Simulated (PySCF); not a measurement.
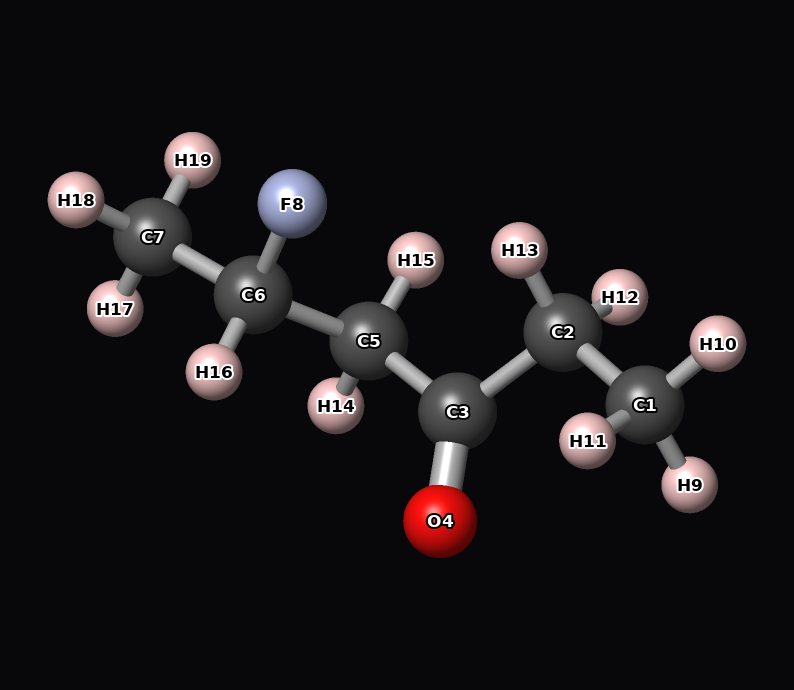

The thickness of each stick grows with its Mayer bond order. Computed geometry: GFN2-xTB optimisation. No frequency run is at hand to confirm it as a minimum. Computed with PBE0/pcSseg-1 (PySCF 2.14.0).

### Which bond between heavy atoms has the lowest Mayer bond order?

C6–F8, 0.85, at 1.386 Å.

List the Mayer bond orders of C1–C2, C2–C3, C3–O4, C3–C5, C5–C6, C6–C7, C6–F8 (bonds between heavy atoms, one of each equivalent set).

```json
{"bond": "C1–C2", "Mayer order": "1.07", "length (Å)": "1.522"}
{"bond": "C2–C3", "Mayer order": "0.95", "length (Å)": "1.507"}
{"bond": "C3–O4", "Mayer order": "2.03", "length (Å)": "1.204"}
{"bond": "C3–C5", "Mayer order": "0.98", "length (Å)": "1.524"}
{"bond": "C5–C6", "Mayer order": "0.99", "length (Å)": "1.533"}
{"bond": "C6–C7", "Mayer order": "1.05", "length (Å)": "1.520"}
{"bond": "C6–F8", "Mayer order": "0.85", "length (Å)": "1.386"}
```
